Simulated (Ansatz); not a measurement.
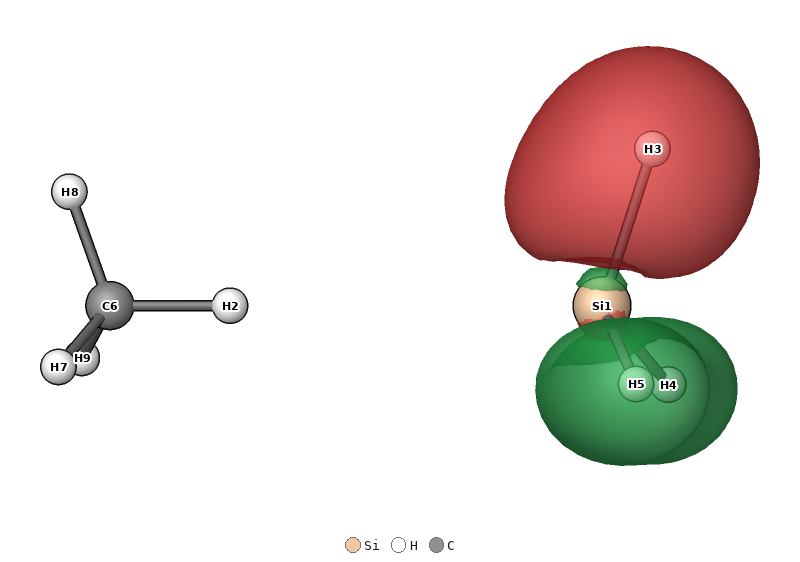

Figure 1: H3Si···CH4 (doublet). The HOMO (β) at ±0.15 Å⁻³ᐟ² (green and red are the two phases), seen across its widest extent.

Theory: UKS PBE/6-31G* (Ansatz).

```
atom    x (Å)    y (Å)    z (Å)
  Si   0.0006   0.0000  -0.8147
   H  -0.0007  -0.0002   2.5951
   H   1.4291   0.0002  -1.2749
   H  -0.7139   1.2371  -1.2749
   H  -0.7136  -1.2372  -1.2748
   C  -0.0001  -0.0001   3.6966
   H  -0.5608  -0.8728   4.0639
   H   1.0363  -0.0492   4.0630
   H  -0.4755   0.9221   4.0636
```

**Describe this orbital and give its energy.**

It lies mainly on Si1 (about 45 %), H3 (about 35 %), H4 (about 10 %) and H5 (about 10 %). It is one of a degenerate set, so its orientation is arbitrary. Its energy is −8.52 eV.
